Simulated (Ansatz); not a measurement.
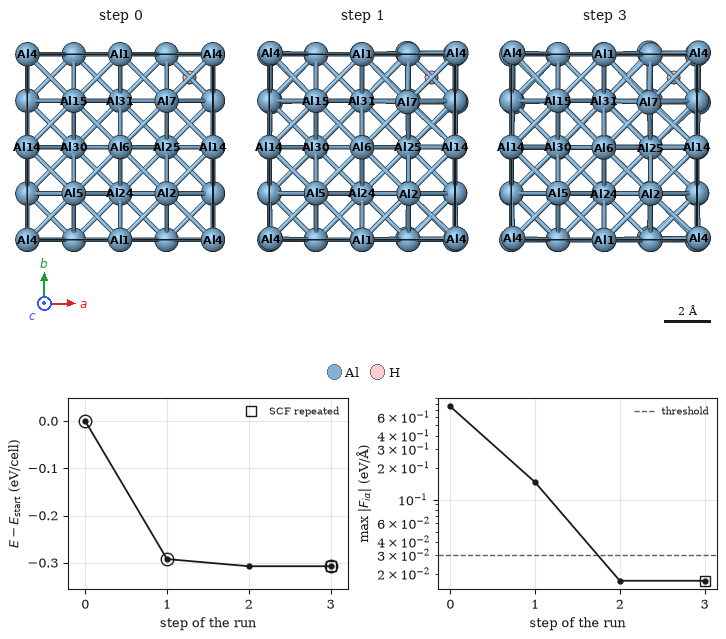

Frames of a relaxation of a defect cell of composition Al₃₂H, marked on the history of the run. Style: ball-and-stick. Shown: the cell of the calculation, along the c axis.

It is an interstitial H in fcc Al. The run prepares an end point of a later path (interstitial hop) calculation, from a guessed geometry.

These are results of DFT PBEsol, scalar-relativistic, plane waves, PAW (Ansatz), not measurements.

Input file:
```yaml
crystal:
  lattice:
    - [8.1, 0.0, 0.0]
    - [0.0, 8.1, 0.0]
    - [0.0, 0.0, 8.1]
  atoms:
    - { symbol: Al, position: [0.5, 0.0, 0.0] }
    - { symbol: Al, position: [0.75, 0.25, 0.0] }
    - { symbol: Al, position: [0.75, 0.0, 0.25] }
    - { symbol: Al, position: [0.0, 0.0, 0.0] }
    - { symbol: Al, position: [0.25, 0.25, 0.0] }
    - { symbol: Al, position: [0.5, 0.5, 0.0] }
    - { symbol: Al, position: [0.75, 0.75, 0.0] }
    - { symbol: Al, position: [0.25, 0.0, 0.25] }
    - { symbol: Al, position: [0.5, 0.25, 0.25] }
    - { symbol: Al, position: [0.75, 0.5, 0.25] }
    - { symbol: Al, position: [0.5, 0.0, 0.5] }
    - { symbol: Al, position: [0.75, 0.25, 0.5] }
    - { symbol: Al, position: [0.75, 0.0, 0.75] }
    - { symbol: Al, position: [0.0, 0.5, 0.0] }
    - { symbol: Al, position: [0.25, 0.75, 0.0] }
    - { symbol: Al, position: [0.0, 0.25, 0.25] }
    - { symbol: Al, position: [0.25, 0.5, 0.25] }
    - { symbol: Al, position: [0.5, 0.75, 0.25] }
    - { symbol: Al, position: [0.0, 0.0, 0.5] }
    - { symbol: Al, position: [0.25, 0.25, 0.5] }
    - { symbol: Al, position: [0.5, 0.5, 0.5] }
    - { symbol: Al, position: [0.75, 0.75, 0.5] }
    - { symbol: Al, position: [0.25, 0.0, 0.75] }
    - { symbol: Al, position: [0.5, 0.25, 0.75] }
    - { symbol: Al, position: [0.75, 0.5, 0.75] }
    - { symbol: Al, position: [0.0, 0.75, 0.25] }
    - { symbol: Al, position: [0.0, 0.5, 0.5] }
    - { symbol: Al, position: [0.25, 0.75, 0.5] }
    - { symbol: Al, position: [0.0, 0.25, 0.75] }
    - { symbol: Al, position: [0.25, 0.5, 0.75] }
    - { symbol: Al, position: [0.5, 0.75, 0.75] }
    - { symbol: Al, position: [0.0, 0.75, 0.75] }
    - { symbol: H, position: [0.8733917, 0.8751003, 0.1245141] }
basis:
  ecutwfc: 420.0
kpoints:
  mp_grid: { grid: [3, 3, 3] }
hamiltonian:
  xc: pbesol
scf:
  occupations: { method: gaussian, width: 0.1 }
  lower_state_search: "off"
relax:
  f_tol: 0.03
  max_steps: 60
  adjacent_minimum: "off"
```

Command:
```bash
ansatz run input.yaml --threads 4 --pin off --max-ram 10240MiB --backend cpu --events-out ev --progress --plain --runs-dir out
```

### Describe the path.

Over 2 accepted moves (3 points after the start) the energy falls by 0.307 eV per cell of the calculation. Largest force component: 0.76 eV/Å at the start, 0.017 eV/Å at the end. 1 step only repeated the SCF at the same geometry. The largest moves, 0.13 Å, are those of Al3, Al4, Al7 and Al26. Al7 goes along [−1 −1 −1]. By element the largest moves are Al 0.13 Å, H 0.01 Å. The lattice vectors keep their values. Some distances before and after: Al3–Al7 2.864 → 3.075 Å, Al3–Al26 2.864 → 3.074 Å, Al7–H33 1.744 → 1.878 Å, Al3–H33 1.748 → 1.880 Å. From step 0 to 1: Al atoms move most (0.10 Å), energy −0.292 eV per cell of the calculation. From step 1 to 3: Al atoms move most (0.03 Å), energy −15.1 meV per cell of the calculation.

Limits of the set-up: the periodic images lie only 8.1 Å apart, so the values are limited by the cell's size.
